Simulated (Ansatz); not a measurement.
# C2H5OSi (doublet): what the fields show

The calculation's input:

```
crystal:
  periodic: [false, false, false]
  atoms:
    - {symbol: C, position_ang: [-0.159707, 1.134822, -1.516112]}
    - {symbol: C, position_ang: [0.357949, 0.830134, -0.359734]}
    - {symbol: Si, position_ang: [0.229873, -0.897985, 0.336042]}
    - {symbol: O, position_ang: [-0.612107, -0.921437, 1.753279]}
    - {symbol: H, position_ang: [-0.259792, 1.985583, -2.177587]}
    - {symbol: H, position_ang: [0.879586, 1.597252, 0.227114]}
    - {symbol: H, position_ang: [1.574960, -1.407852, 0.693557]}
    - {symbol: H, position_ang: [-0.403165, -1.753419, -0.700770]}
    - {symbol: H, position_ang: [-1.519095, -0.613397, 1.727012]}
basis:
  gaussian: {orbitals: def2-TZVPP}
magnetization: {spin_polarized: true, initial_magnetization: 1}
hamiltonian: {xc: pbe0, dispersion: d4}
output: {orbitals: {seedname: orbitals}}
```

Run with:

```sh
ansatz run in.yaml --threads 2 --pin off --events-out ev --progress --plain --max-ram 22528MiB --backend cpu
```

Geometry: PBE0-D4/def2-TZVP.

Method: UKS PBE0-D4/def2-TZVPP (Ansatz).

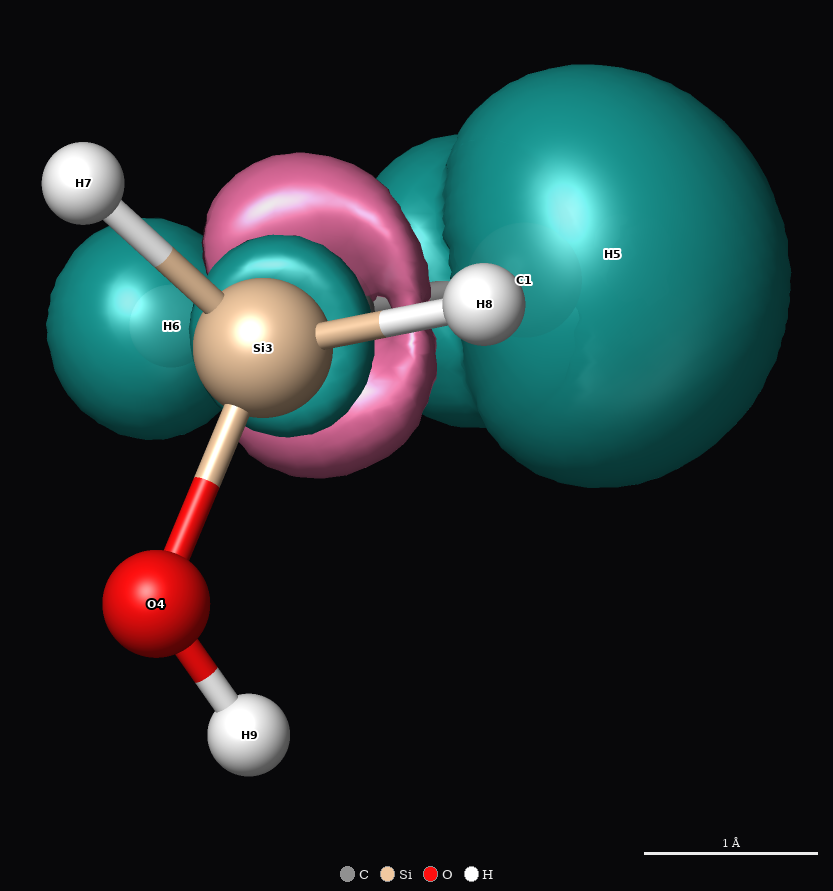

Figure 1. Isosurfaces of the spin density (α minus β) at +0.02 (teal) and −0.02 e/Å³ (pink), seen at an oblique angle.

### Where is the unpaired spin?

The unpaired spin (1 electron) lies mostly on C1 (about 0.8) and H5 (about 0.1), in electrons by Hirshfeld's partition.

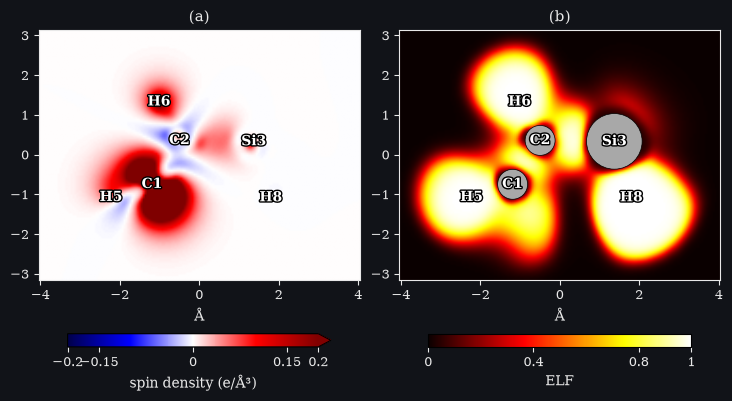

Figure 2. (a) spin density; (b) electron localisation function on the plane of atoms Si3, C2 and H6. Grey discs cover the atomic cores in the ELF map.

### What does the map show?

The section cuts through C, Si and H sites. C–C (1.30 Å): the ELF peaks at about 0.90 between the atoms (a short, multiple covalent bond). C–Si (1.87 Å): the ELF peaks at about 0.95 between the atoms (a shared electron pair). C–H (1.08 Å): the ELF climbs to about 1 towards the hydrogen, as it does in any bond to H (an ordinary covalent bond to hydrogen). Si–H (1.49 Å): the ELF climbs to about 1 towards the hydrogen.

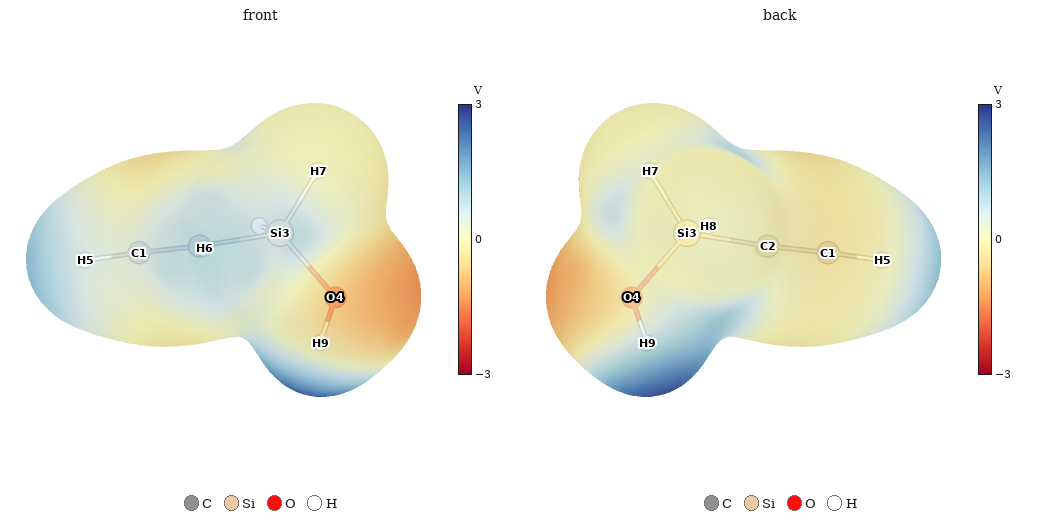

Figure 3. The electrostatic potential painted on the density surface at 0.002 e/bohr³, seen from the front and from behind; the colour scale runs from red (negative) to blue (positive).

### Where is the surface potential most negative and most positive?

The most negative region (about −1.4 V) lies over O4, the most positive (about +2.6 V) over H9. O4 is the likeliest acceptor of a hydrogen bond.
